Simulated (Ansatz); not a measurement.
**BH3F− (SMILES [BH3-]F) at 6 levels**

Wanted: a comparison of 6 runs (UB3LYP/STO-3G, r2SCAN/STO-3G, r2SCAN0/STO-3G, wB97X/STO-3G, MP2/STO-3G, BCCD(T)/STO-3G) of BH3F−. 

Program for the calculation: Ansatz 0.2.0.

3 further runs of the same task are left out: 1 that didn't finish, 2 set aside as unsound or not needed.

## 1. The system as given

BH3F−: 5 atoms, total charge -1, spin state singlet. As SMILES, `[BH3-]F`. The H5–B1 distance was set to 1.842 Å, away from the relaxed value. At this shape a bond of the SMILES string is far longer than usual.

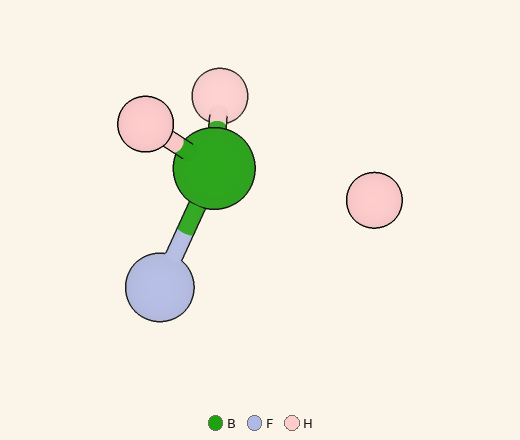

Viewed from a chosen angle; boron green, fluorine light blue, hydrogen pink.

## 2. A single-point energy at UB3LYP/STO-3G (run 1)

job.yaml

```yaml
basis:
  gaussian: {orbitals: STO-3G}
crystal:
  periodic: [false, false, false]
  atoms:
    - {symbol: B, position_ang: [-0.314685, -0.493959, 0.125994]}
    - {symbol: F, position_ang: [0.576615, -1.241149, 0.986854]}
    - {symbol: H, position_ang: [-1.346275, -0.259029, 0.747984]}
    - {symbol: H, position_ang: [-0.553495, -1.174529, -0.867656]}
    - {symbol: H, position_ang: [0.522090, 1.075700, -0.353640]}
total_charge: -1
accuracy: high
hamiltonian: {xc: {name: B3LYP}}
magnetization: {spin_polarized: true, initial_magnetization: 0}
```

On the command line:

```sh
$ ansatz run job.yaml --threads 1 --pin off --max-ram 2610MiB --events-out events.jsonl --progress --plain --runs-dir runs
```

Output:

```text
Warning: RAYON_NUM_THREADS=1 ignored (pool sized by the plan → 1); use --threads N
Functional definition: B3LYP
  name "B3LYP"
  parameter a0 = 0.2
  parameter ax = 0.72
  parameter ac = 0.81
  exchange = (1 - a0 - ax)*slater_x + ax*b88_x + a0*exact_x
  correlation = (1 - ac)*vwn_rpa_c + ac*lyp_c
207 factors; integrals over basis functions are off by at most 5.9e-8 eV
mean field evaluation 1: about -3382.8454 eV, gradient 3.1e1 eV
mean field evaluation 2: about -3384.4838 eV, gradient 2.3e1 eV
mean field evaluation 4: about -3389.8631 eV, gradient 2.2e0 eV
mean field evaluation 8: about -3389.8488 eV, gradient 1.8e-2 eV
mean field evaluation 16: about -3389.8488 eV, gradient 4.7e-8 eV
mean field -3389.84875730 eV, -124.5746441087 hartree, gradient 4.7e-8 eV, S^2 0.000000; 0 other end points of the search recorded, 0 dependent functions left out
reference -3389.84877990 eV, -124.5746449392 hartree; 9, 9 occupied and 4, 4 virtual orbitals, 207 factors
Total energy: -3389.84877990 eV, -124.5746449392 hartree
```

Run time: 1 s. Hardware: 1 thread of AMD EPYC 7R43 (Zen 3), shared host; peak memory 0.13 GiB.

## 3. The energy at r2SCAN/STO-3G (run 2)

molecule.yaml

```yaml
crystal:
  periodic: [false, false, false]
  atoms:
    - {symbol: B, position_ang: [-0.314685, -0.493959, 0.125994]}
    - {symbol: F, position_ang: [0.576615, -1.241149, 0.986854]}
    - {symbol: H, position_ang: [-1.346275, -0.259029, 0.747984]}
    - {symbol: H, position_ang: [-0.553495, -1.174529, -0.867656]}
    - {symbol: H, position_ang: [0.522090, 1.075700, -0.353640]}
basis:
  gaussian:
    orbitals: STO-3G
hamiltonian:
  xc: r2scan
total_charge: -1
accuracy: high
```

On the command line:

```sh
$ ansatz run molecule.yaml --threads 1 --pin off --max-ram 2610MiB --events-out events.jsonl --progress --plain --runs-dir runs
```

Output:

```text
Warning: RAYON_NUM_THREADS=1 ignored (pool sized by the plan → 1); use --threads N
Functional definition: r2SCAN
  name "r2SCAN"
  parameter k0 = 0.174
  parameter k1 = 0.065
  parameter a1 = 4.9479
  exchange = r2scan_x(k0 = k0, k1 = k1, a1 = a1)
  correlation = r2scan_c
207 factors; integrals over basis functions are off by at most 5.9e-8 eV
mean field evaluation 1: about -3375.1744 eV, gradient 6.6e1 eV
mean field evaluation 2: about -3378.1266 eV, gradient 4.2e1 eV
mean field evaluation 4: about -3388.3668 eV, gradient 7.4e0 eV
mean field evaluation 8: about -3388.5002 eV, gradient 4.2e-2 eV
mean field evaluation 16: about -3388.5003 eV, gradient 2.7e-8 eV
mean field -3388.50025358 eV, -124.5250875110 hartree, gradient 2.8e-8 eV, S^2 0.000000; 0 other end points of the search recorded, 0 dependent functions left out
reference -3388.50025393 eV, -124.5250875238 hartree; 9, 9 occupied and 4, 4 virtual orbitals, 207 factors
Total energy: -3388.50025393 eV, -124.5250875238 hartree
```

Wall time 1.3 s (1 thread of AMD EPYC 7R43 (Zen 3), shared host); peak memory 0.12 GiB.

Runs 3 to 4 aren't shown in full; the table further down has their settings and results.

## 4. A single-point energy at MP2/STO-3G (run 5)

input.yaml

```yaml
crystal:
  periodic: [false, false, false]
  atoms:
    - {symbol: B, position_ang: [-0.314685, -0.493959, 0.125994]}
    - {symbol: F, position_ang: [0.576615, -1.241149, 0.986854]}
    - {symbol: H, position_ang: [-1.346275, -0.259029, 0.747984]}
    - {symbol: H, position_ang: [-0.553495, -1.174529, -0.867656]}
    - {symbol: H, position_ang: [0.522090, 1.075700, -0.353640]}
basis:
  gaussian: {orbitals: STO-3G}
total_charge: -1
correlation: {method: mp2, frozen_orbitals: {B: 1, F: 1, H: 0}}
accuracy: high
```

On the command line:

```sh
$ ansatz run input.yaml --threads 1 --pin off --max-ram 2610MiB --events-out events.jsonl --progress --plain --runs-dir runs
```

Output:

```text
Warning: RAYON_NUM_THREADS=1 ignored (pool sized by the plan → 1); use --threads N
Functional definition: HF
  name "HF"
  exchange = exact_x
  correlation = 0
207 factors; integrals over basis functions are off by at most 5.9e-8 eV
mean field evaluation 1: about -3370.7744 eV, gradient 1.7e1 eV
mean field evaluation 2: about -3370.8304 eV, gradient 1.7e1 eV
mean field evaluation 4: about -3372.6132 eV, gradient 1.2e0 eV
mean field evaluation 8: about -3372.6168 eV, gradient 4.3e-4 eV
mean field -3372.61675471 eV, -123.9413796937 hartree, gradient 1.1e-8 eV, S^2 0.000000; 0 other end points of the search recorded, 0 dependent functions left out
2 core orbitals not correlated: weight in the atoms' cores, before any rotation towards them, 1.000 or more for the frozen orbitals, at most 0.000 for the correlated occupied ones
reference -3372.61675471 eV, -123.9413796937 hartree; 7, 7 occupied and 4, 4 virtual orbitals, 207 factors
second order -1.89617279 eV of doubles, -0.00000000 eV of singles
Total energy: -3374.51292750 eV, -124.0110627585 hartree
```

Run time: 0.1 s. Hardware: 1 thread of AMD EPYC 7R43 (Zen 3), shared host.

## 5. The energy at BCCD(T)/STO-3G (run 6)

input.yaml

```yaml
crystal:
  periodic: [false, false, false]
  atoms:
    - symbol: B
      position_ang: [-0.314685, -0.493959, 0.125994]
    - symbol: F
      position_ang: [0.576615, -1.241149, 0.986854]
    - symbol: H
      position_ang: [-1.346275, -0.259029, 0.747984]
    - symbol: H
      position_ang: [-0.553495, -1.174529, -0.867656]
    - symbol: H
      position_ang: [0.522090, 1.075700, -0.353640]
basis:
  gaussian:
    orbitals: STO-3G
correlation:
  method: bccd_t
  frozen_orbitals: {B: 1, F: 1, H: 0}
scf:
  omitted_lower_state_checks: [cluster_reference, increment]
magnetization:
  spin_polarized: false
accuracy: high
total_charge: -1
```

On the command line:

```sh
$ ansatz run input.yaml --threads 1 --pin off --max-ram 2610MiB --events-out events.jsonl --progress --plain --runs-dir runs
```

Output, cut to the lines that bear on the results:

```text
Warning: RAYON_NUM_THREADS=1 ignored (pool sized by the plan → 1); use --threads N
Functional definition: HF
  name "HF"
[...]
207 factors; integrals over basis functions are off by at most 5.9e-8 eV
[...]
mean field -3372.61675471 eV, -123.9413796937 hartree, gradient 1.1e-8 eV, S^2 0.000000; 0 other end points of the search recorded, 0 dependent functions left out
2 core orbitals not correlated: weight in the atoms' cores, before any rotation towards them, 1.000 or more for the frozen orbitals, at most 0.000 for the correlated occupied ones
reference -3372.61675471 eV, -123.9413796937 hartree; 7, 7 occupied and 4, 4 virtual orbitals, 207 factors
second order -1.89617279 eV of doubles, -0.00000000 eV of singles
cycle   1  -2.34641698 eV  change   -4.5e-1 eV  update   7.2e-2
[...]
cycle  20  -2.64007354 eV  change   3.8e-10 eV  update  4.6e-10
perturbative correction -0.06589224 eV, -0.0024214953 hartree
Total energy: -3375.32272049 eV, -124.0408221021 hartree
Checks for a lower state left out: cluster_reference, increment
```

It took 0.16 s on 1 thread of AMD EPYC 7R43 (Zen 3), shared host.

## 6. The series

```
run           level  frozen core orbitals  energy (Eh)  wall time
  1   UB3LYP/STO-3G                     –  -124.574645        1 s
  2   r2SCAN/STO-3G                     –  -124.525088      1.3 s
  3  r2SCAN0/STO-3G                     –  -124.515258      1.2 s
  4    wB97X/STO-3G                     –  -124.548087      3.3 s
  5      MP2/STO-3G                     2  -124.011063      0.1 s
  6  BCCD(T)/STO-3G                     2  -124.040822     0.16 s
```

## 7. Outcome

| quantity | value |
| --- | --- |
| run 6: total energy | -124.04082 Eh |
| run 6: correlation energy (2 core orbitals frozen) | -99.4 mEh |
| run 6: (T) correction | -2.42 mEh |

Totals of different functionals can't be ranked against each other. In runs 1, 2, 3, 4, 5, 6 the basis is minimal, so the values are rough. All runs together took 7.1 s, the longest 3.3 s.
